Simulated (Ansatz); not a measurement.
**One shape, several levels: AlClF2 (SMILES [F][Al]([F])[Cl])**

We compute a comparison of 6 runs (B3LYP/def2-SVPD, PBE0/def2-SVPD, r2SCAN0/def2-SVPD, wB97X/def2-SVPD, RPA@PBE/def2-SVPD, CCSD/def2-SVPD) of AlClF2. 

The results are computed with Ansatz 0.2.0.

46 further runs of the same task are left out: 46 set aside as unsound or not needed.

**1. The molecule**

AlClF2 has 4 atoms, charge 0, and is taken as a singlet. SMILES: `[F][Al]([F])[Cl]`. One bond was lengthened or shortened from a relaxed shape.

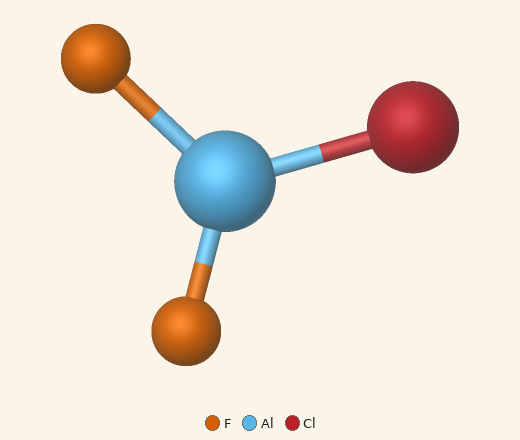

The structure, seen from a chosen angle (fluorine orange, aluminium blue, chlorine red).

**2. A single-point energy at B3LYP/def2-SVPD (run 1)**

in.yaml

```yaml
crystal:
  periodic: [false, false, false]
  atoms:
    - {symbol: F, position_ang: [1.136386, 0.837635, 1.314049]}
    - {symbol: Al, position_ang: [0.069280, -0.050750, 0.053570]}
    - {symbol: F, position_ang: [0.273490, -1.653820, -0.164660]}
    - {symbol: Cl, position_ang: [-1.339980, 0.982810, -1.038560]}
basis:
  gaussian:
    orbitals: def2-SVPD
hamiltonian:
  xc: {name: B3LYP}
accuracy: high
output: {orbitals: {seedname: orbitals}}
```

On the command line:

```bash
ansatz run in.yaml --threads 1 --pin off --max-ram 3480MiB --events-out events.jsonl --progress --plain --runs-dir runs
```

Output:

```text
Warning: RAYON_NUM_THREADS=1 ignored (pool sized by the plan → 1); use --threads N
Functional definition: B3LYP
  name "B3LYP"
  parameter a0 = 0.2
  parameter ax = 0.72
  parameter ac = 0.81
  exchange = (1 - a0 - ax)*slater_x + ax*b88_x + a0*exact_x
  correlation = (1 - ac)*vwn_rpa_c + ac*lyp_c
1799 factors; integrals over basis functions are off by at most 3.6e-9 eV
mean field evaluation 1: about -24545.0207 eV, gradient 5.5e1 eV
mean field evaluation 2: about -24528.2295 eV, gradient 1.2e2 eV
mean field evaluation 4: about -24549.9284 eV, gradient 5.2e0 eV
mean field evaluation 8: about -24550.0407 eV, gradient 1.8e-1 eV
mean field evaluation 16: about -24550.0407 eV, gradient 4.0e-6 eV
mean field -24550.04072430 eV, -902.1973560027 hartree, gradient 6.0e-8 eV, S^2 0.000000; 0 other end points of the search recorded, 0 dependent functions left out
reference -24550.04075946 eV, -902.1973572947 hartree; 24, 24 occupied and 73, 73 virtual orbitals, 1799 factors
Total energy: -24550.04075946 eV, -902.1973572947 hartree
```

Wall time 6.3 s (1 thread of Arm Neoverse V2, shared host); peak memory 0.3 GiB.

**3. A single-point energy at PBE0/def2-SVPD (run 2)**

in.yaml

```yaml
crystal:
  periodic: [false, false, false]
  atoms:
    - symbol: F
      position_ang: [1.136386, 0.837635, 1.314049]
    - symbol: Al
      position_ang: [0.069280, -0.050750, 0.053570]
    - symbol: F
      position_ang: [0.273490, -1.653820, -0.164660]
    - symbol: Cl
      position_ang: [-1.339980, 0.982810, -1.038560]
basis:
  gaussian: {orbitals: def2-SVPD}
hamiltonian: {xc: {name: PBE0}}
accuracy: high
output: {orbitals: {seedname: orbitals}}
```

On the command line:

```bash
ansatz run in.yaml --threads 1 --pin off --max-ram 3480MiB --events-out events.jsonl --progress --plain --runs-dir runs
```

Output:

```text
Warning: RAYON_NUM_THREADS=1 ignored (pool sized by the plan → 1); use --threads N
Functional definition: PBE0
  name "PBE0"
  parameter a = 0.25
  parameter kappa = 0.804
  parameter beta = 0.06672455060314922
  exchange = (1 - a)*pbe_x(kappa = kappa, mu = beta*pi^2/3) + a*exact_x
  correlation = pbe_c(beta = beta)
1799 factors; integrals over basis functions are off by at most 3.6e-9 eV
mean field evaluation 1: about -24532.2022 eV, gradient 5.1e1 eV
mean field evaluation 2: about -24521.4632 eV, gradient 9.8e1 eV
mean field evaluation 4: about -24536.5488 eV, gradient 3.7e0 eV
mean field evaluation 8: about -24536.6602 eV, gradient 4.5e-1 eV
mean field evaluation 16: about -24536.6607 eV, gradient 8.8e-6 eV
mean field -24536.66072346 eV, -901.7056500412 hartree, gradient 4.9e-8 eV, S^2 0.000000; 0 other end points of the search recorded, 0 dependent functions left out
reference -24536.66072634 eV, -901.7056501469 hartree; 24, 24 occupied and 73, 73 virtual orbitals, 1799 factors
Total energy: -24536.66072634 eV, -901.7056501469 hartree
```

Run time: 6.6 s. Hardware: 1 thread of Arm Neoverse V2, shared host; peak memory 0.3 GiB.

Runs 3 to 5 aren't shown in full; the table further down has their settings and results.

**4. The energy at CCSD/def2-SVPD (run 6)**

molecule.yaml

```yaml
crystal:
  periodic: [false, false, false]
  atoms:
    - {symbol: F, position_ang: [1.136386, 0.837635, 1.314049]}
    - {symbol: Al, position_ang: [0.069280, -0.050750, 0.053570]}
    - {symbol: F, position_ang: [0.273490, -1.653820, -0.164660]}
    - {symbol: Cl, position_ang: [-1.339980, 0.982810, -1.038560]}
basis:
  gaussian:
    orbitals: def2-SVPD
correlation:
  method: ccsd
  frozen_orbitals: {Al: 5, Cl: 5, F: 1}
accuracy: high
scf:
  omitted_lower_state_checks: [cluster_reference, increment]
```

On the command line:

```bash
ansatz run molecule.yaml --threads 1 --pin off --max-ram 3480MiB --events-out events.jsonl --progress --plain --runs-dir runs
```

Output:

```text
Warning: RAYON_NUM_THREADS=1 ignored (pool sized by the plan → 1); use --threads N
Functional definition: HF
  name "HF"
  exchange = exact_x
  correlation = 0
these checks for a lower state are left out or cut short: cluster_reference, increment
1799 factors; integrals over basis functions are off by at most 3.6e-9 eV
mean field evaluation 1: about -24490.9569 eV, gradient 4.1e1 eV
mean field evaluation 2: about -24490.9958 eV, gradient 4.1e1 eV
mean field evaluation 4: about -24494.0402 eV, gradient 1.8e0 eV
mean field evaluation 8: about -24494.0648 eV, gradient 2.5e-4 eV
mean field -24494.06475267 eV, -900.1402769874 hartree, gradient 3.2e-8 eV, S^2 0.000000; 0 other end points of the search recorded, 0 dependent functions left out
12 core orbitals not correlated: weight in the atoms' cores, before any rotation towards them, 1.000 or more for the frozen orbitals, at most 0.000 for the correlated occupied ones
reference -24494.06475267 eV, -900.1402769874 hartree; 12, 12 occupied and 73, 73 virtual orbitals, 1799 factors
second order -16.39256749 eV of doubles, -0.00000000 eV of singles
cycle   1  -16.30355043 eV  change    8.9e-2 eV  update   1.1e-1
cycle   2  -16.65327971 eV  change   -3.5e-1 eV  update   3.3e-2
cycle   3  -16.74712038 eV  change   -9.4e-2 eV  update   1.7e-2
cycle   4  -16.74520699 eV  change    1.9e-3 eV  update   3.6e-3
cycle   5  -16.74059270 eV  change    4.6e-3 eV  update   1.4e-3
cycle   6  -16.74065430 eV  change   -6.2e-5 eV  update   4.1e-4
cycle   7  -16.74074253 eV  change   -8.8e-5 eV  update   1.5e-4
cycle   8  -16.74067731 eV  change    6.5e-5 eV  update   4.4e-5
cycle   9  -16.74067402 eV  change    3.3e-6 eV  update   1.4e-5
cycle  10  -16.74068318 eV  change   -9.2e-6 eV  update   5.5e-6
cycle  11  -16.74067940 eV  change    3.8e-6 eV  update   1.8e-6
cycle  12  -16.74067956 eV  change   -1.6e-7 eV  update   6.4e-7
cycle  13  -16.74068037 eV  change   -8.1e-7 eV  update   2.1e-7
cycle  14  -16.74068032 eV  change    4.7e-8 eV  update   7.9e-8
cycle  15  -16.74068036 eV  change   -4.3e-8 eV  update   3.6e-8
cycle  16  -16.74068073 eV  change   -3.6e-7 eV  update   1.1e-7
cycle  17  -16.74068075 eV  change   -2.4e-8 eV  update   2.6e-8
cycle  18  -16.74068076 eV  change   -1.1e-8 eV  update   7.9e-9
cycle  19  -16.74068076 eV  change   9.1e-11 eV  update   2.6e-9
Total energy: -24510.80543343 eV, -900.7554856581 hartree
Checks for a lower state left out: cluster_reference, increment
```

It took 11 s on 1 thread of Arm Neoverse V2, shared host; peak memory 0.56 GiB.

**5. All runs side by side**

| run | level | frozen core orbitals | energy (Eh) | HOMO energy (eV) | LUMO energy (eV) | HOMO–LUMO gap (eV) | wall time |
| --- | --- | --- | --- | --- | --- | --- | --- |
| 1 | B3LYP/def2-SVPD | – | -902.197357 | -10.01 | -2.46 | 7.55 | 6.3 s |
| 2 | PBE0/def2-SVPD | – | -901.705650 | -10.32 | -2.14 | 8.18 | 6.6 s |
| 3 | r2SCAN0/def2-SVPD | – | -901.989605 | -10.57 | -1.82 | 8.75 | 16 s |
| 4 | wB97X/def2-SVPD | – | -902.114955 | -12.76 | -0.11 | 12.65 | 22 s |
| 5 | RPA@PBE/def2-SVPD | 12 | -900.996412 | – | – | – | 9.9 s |
| 6 | CCSD/def2-SVPD | 12 | -900.755486 | – | – | – | 11 s |

**6. Outcome**

| quantity | value |
| --- | --- |
| run 6: total energy | -900.75549 Eh |
| run 6: correlation energy (12 core orbitals frozen) | -615.2 mEh |
| run 6: T1 diagnostic | 0.015 |

What this shows: Over runs 1, 2, 3, 4 the HOMO–LUMO gap runs from 7.55 eV (B3LYP/def2-SVPD) to 12.65 eV (wB97X/def2-SVPD). Totals of different functionals can't be ranked against each other. All runs together took 72 s, the longest 22 s.
